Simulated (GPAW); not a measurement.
The Li K edge of atom 5 in BaLiF3 (Pm-3m), with 6 F at 1.99 Å (octahedral, site symmetry m-3m), was computed in 2 ways: full core hole (charged cell) and no core hole. Program and functional: GPAW, LDA, Gaussian full width 0.9 eV up to 4 eV, rising linearly to 3.5 eV at 25 eV; cells of 5 and 20 atoms (the run without a hole in the smaller).

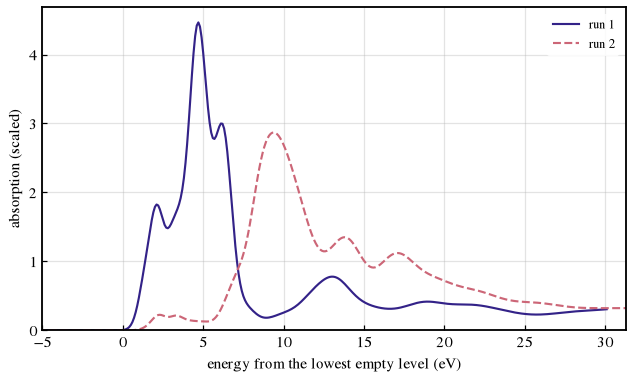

Each run is counted from its own lowest empty level or Fermi level and scaled to a mean of 1 over its first 20 eV.

**Question.** Which run is which?

Run 1: full core hole (charged cell) (area from −2 to 6 eV 11.9, main maxima 2.1 eV (1.82), 4.7 eV (4.47), 6.1 eV (3.00) and 13.0 eV (0.78)). Run 2: no core hole (area from −2 to 6 eV 0.8, main maxima 2.3 eV (0.22), 9.4 eV (2.87), 13.8 eV (1.35) and 17.1 eV (1.12)). With each curve scaled to its own mean, the area from −2 to 6 eV with the hole is 11.9 against 0.8, and the centre of weight from −1 to 20 eV moves by -4.9 eV: the hole pulls the absorber's empty states down.

[Hosts, paths, dates, database ids (printed as entryN), source tags and the programs' standing remarks are cut or masked in the printed files.]

[Lists of maxima count a maximum above −3 eV only where it reaches 4 % of the highest in the window and stands out from its surroundings by 2 % of it (1.5 % where it reaches 55 %); shoulders and weaker maxima are passed over, and of the rest the first, up to two pre-edge ones and the few strongest are named.]
